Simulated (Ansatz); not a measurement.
# One shape, several levels: doublet [B3H3O3]+

We compute a comparison of 3 runs (UB2PLYP/6-31G*, UB3LYP/6-31G*, UBCCD(T)/6-31G*) of doublet [B3H3O3]+. 

Program for the calculation: Ansatz 0.2.0.

53 further runs of the same task are left out: 3 that didn't finish, 50 set aside as unsound or not needed.

### 1 The system as given

The species is [B3H3O3]+ (9 atoms), meant as a doublet with charge +1. SMILES of the parent species: `B1OBOBO1`. The shape is that of a PBE0-D4/def2-TZVP optimisation. This is one conformer, not always the lowest. That shape belongs to the parent species and isn't relaxed for this state.

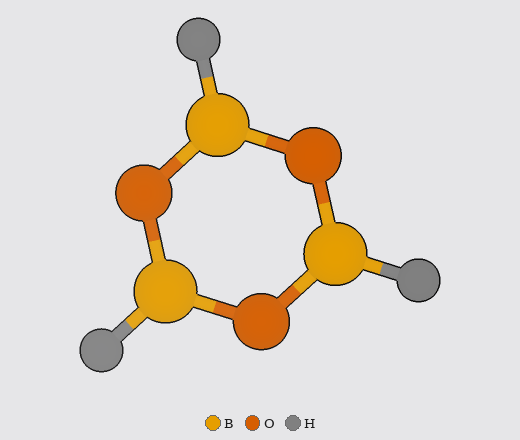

Viewed from a chosen angle; boron amber, oxygen orange, hydrogen grey.

### 2 A single-point energy at UB2PLYP/6-31G(d) (spherical functions) (run 1)

The input, in.yaml:

```yaml
crystal:
  periodic: [false, false, false]
  atoms:
    - {symbol: B, position_ang: [1.301600, 0.115800, -0.424700]}
    - {symbol: O, position_ang: [0.612800, -1.053500, -0.624800]}
    - {symbol: B, position_ang: [-0.686900, -1.172700, -0.202300]}
    - {symbol: O, position_ang: [-1.297400, -0.115400, 0.423200]}
    - {symbol: B, position_ang: [-0.614800, 1.056900, 0.626900]}
    - {symbol: O, position_ang: [0.684600, 1.168900, 0.201600]}
    - {symbol: H, position_ang: [2.429300, 0.216200, -0.792600]}
    - {symbol: H, position_ang: [-1.281900, -2.188700, -0.377500]}
    - {symbol: H, position_ang: [-1.147300, 1.972500, 1.170100]}
basis:
  gaussian:
    orbitals: 6-31G_st_-spherical.json
total_charge: 1
magnetization:
  spin_polarized: true
  initial_magnetization: 1
hamiltonian:
  xc: {name: B2PLYP}
correlation:
  frozen_orbitals: {B: 1, H: 0, O: 1}
accuracy: high
output:
  orbitals: {seedname: orbitals}
```

The basis set 6-31G* is read from a file made from the Basis Set Exchange's data (not shown).

On the command line:

```console
$ ansatz run in.yaml --threads 1 --pin off --max-ram 3480MiB --events-out events.jsonl --progress --plain --runs-dir runs
```

The log of the run:

```text
Warning: RAYON_NUM_THREADS=1 ignored (pool sized by the plan → 1); use --threads N
Functional definition: B2PLYP
  name "B2PLYP"
  parameter a = 0.53
  parameter c = 0.27
  exchange = (1 - a)*b88_x + a*exact_x
  correlation = (1 - c)*lyp_c + c*(mp2_os + mp2_ss)
2135 factors; integrals over basis functions are off by at most 3.1e-9 eV
mean field evaluation 1: about -8188.4035 eV, gradient 5.5e1 eV
mean field evaluation 2: about -8188.4557 eV, gradient 5.5e1 eV
mean field evaluation 4: about -8199.2494 eV, gradient 8.8e0 eV
mean field evaluation 8: about -8199.6997 eV, gradient 9.6e-1 eV
mean field evaluation 16: about -8199.7360 eV, gradient 4.6e-2 eV
mean field evaluation 32: about -8199.7402 eV, gradient 9.1e-7 eV
mean field evaluation 64: about -8199.7401 eV, gradient 2.8e-8 eV
mean field evaluation 96: about -8199.5304 eV, gradient 5.1e0 eV
mean field -8199.74029635 eV, -301.3348979074 hartree, gradient 2.0e-8 eV, S^2 0.761791; 14 other end points of the search recorded, 0 dependent functions left out
6 core orbitals not correlated: weight in the atoms' cores, before any rotation towards them, 1.000 or more for the frozen orbitals, at most 0.000 for the correlated occupied ones
reference -8199.74031950 eV, -301.3348987582 hartree; 15, 14 occupied and 69, 70 virtual orbitals, 2135 factors
second order -25.08665401 eV of doubles, -0.00000000 eV of singles
Total energy: -8206.51371609 eV, -301.5838164914 hartree
```

Wall time 91 s (1 thread of Arm Neoverse V1, shared host); peak memory 0.61 GiB.

### 3 A single-point energy at UB3LYP/6-31G(d) (Cartesian functions) (run 2)

The input, molecule.yaml:

```yaml
crystal:
  periodic: [false, false, false]
  atoms:
    - {symbol: B, position_ang: [1.301600, 0.115800, -0.424700]}
    - {symbol: O, position_ang: [0.612800, -1.053500, -0.624800]}
    - {symbol: B, position_ang: [-0.686900, -1.172700, -0.202300]}
    - {symbol: O, position_ang: [-1.297400, -0.115400, 0.423200]}
    - {symbol: B, position_ang: [-0.614800, 1.056900, 0.626900]}
    - {symbol: O, position_ang: [0.684600, 1.168900, 0.201600]}
    - {symbol: H, position_ang: [2.429300, 0.216200, -0.792600]}
    - {symbol: H, position_ang: [-1.281900, -2.188700, -0.377500]}
    - {symbol: H, position_ang: [-1.147300, 1.972500, 1.170100]}
basis:
  gaussian: {orbitals: "6-31G*"}
output: {orbitals: {seedname: orbitals}}
magnetization: {spin_polarized: true, initial_magnetization: 1}
total_charge: 1
accuracy: high
hamiltonian: {xc: {name: B3LYP}}
```

On the command line:

```console
$ ansatz run molecule.yaml --threads 1 --pin off --max-ram 3480MiB --events-out events.jsonl --progress --plain --runs-dir runs
```

The log of the run (excerpt; [...] marks lines left out):

```text
Warning: RAYON_NUM_THREADS=1 ignored (pool sized by the plan → 1); use --threads N
Functional definition: B3LYP
  name "B3LYP"
[...]
2158 factors; integrals over basis functions are off by at most 2.8e-9 eV
[...]
mean field -8214.81827896 eV, -301.8890035480 hartree, gradient 5.0e-8 eV, S^2 0.754013; 7 other end points of the search recorded, 0 dependent functions left out
reference -8214.81831480 eV, -301.8890048652 hartree; 21, 20 occupied and 75, 76 virtual orbitals, 2158 factors
Total energy: -8214.81831480 eV, -301.8890048652 hartree
```

It took 79 s on 1 thread of Arm Neoverse V1, shared host; peak memory 0.47 GiB.

### 4 The energy at UBCCD(T)/6-31G(d) (spherical functions) (run 3)

The input, in.yaml:

```yaml
crystal:
  periodic: [false, false, false]
  atoms:
    - symbol: B
      position_ang: [1.301600, 0.115800, -0.424700]
    - symbol: O
      position_ang: [0.612800, -1.053500, -0.624800]
    - symbol: B
      position_ang: [-0.686900, -1.172700, -0.202300]
    - symbol: O
      position_ang: [-1.297400, -0.115400, 0.423200]
    - symbol: B
      position_ang: [-0.614800, 1.056900, 0.626900]
    - symbol: O
      position_ang: [0.684600, 1.168900, 0.201600]
    - symbol: H
      position_ang: [2.429300, 0.216200, -0.792600]
    - symbol: H
      position_ang: [-1.281900, -2.188700, -0.377500]
    - symbol: H
      position_ang: [-1.147300, 1.972500, 1.170100]
basis:
  gaussian: {orbitals: 6-31G_st_-spherical.json}
total_charge: 1
magnetization: {spin_polarized: true, initial_magnetization: 1}
correlation: {method: bccd_t, frozen_orbitals: {B: 1, H: 0, O: 1}}
accuracy: high
scf: {omitted_lower_state_checks: [cluster_reference, increment]}
```

The basis set 6-31G* is read from a file made from the Basis Set Exchange's data (not shown).

On the command line:

```console
$ ansatz run in.yaml --threads 1 --pin off --max-ram 3480MiB --events-out events.jsonl --progress --plain --runs-dir runs
```

The log of the run:

```text
Warning: RAYON_NUM_THREADS=1 ignored (pool sized by the plan → 1); use --threads N
[... 18 lines left out ...]
6 core orbitals not correlated: weight in the atoms' cores, before any rotation towards them, 1.000 or more for the frozen orbitals, at most 0.000 for the correlated occupied ones
[... 68 lines left out ...]
Total energy: -8191.49698521 eV, -301.0319618104 hartree
Checks for a lower state left out: cluster_reference, increment
```

It took 6.7 min on 1 thread of Arm Neoverse V1, shared host; peak memory 1.7 GiB.

### 5 Overview of the runs

| run | level | Cartesian functions | frozen core orbitals | energy (Eh) | HOMO energy (eV) | LUMO energy (eV) | ⟨S²⟩ | wall time |
| --- | --- | --- | --- | --- | --- | --- | --- | --- |
| 1 | UB2PLYP/6-31G* (spherical functions) | no | 6 | -301.583816 | -17.23 | -13.12 | 0.762 | 91 s |
| 2 | UB3LYP/6-31G* (Cartesian functions) | yes | – | -301.889005 | -15.47 | -14.22 | 0.754 | 79 s |
| 3 | UBCCD(T)/6-31G* (spherical functions) | no | 6 | -301.031962 | – | – | 0.763 | 6.7 min |

### 6 Summary of results

```
                                          quantity          value
                               run 3: total energy  -301.03196 Eh
run 3: correlation energy (6 core orbitals frozen)     -773.2 mEh
                             run 3: (T) correction     -30.67 mEh
          run 3: ⟨S²⟩ of the reference determinant          0.763
```

**Reading.** Totals of different functionals can't be ranked against each other. All runs together took 9.6 min, the longest 6.7 min.
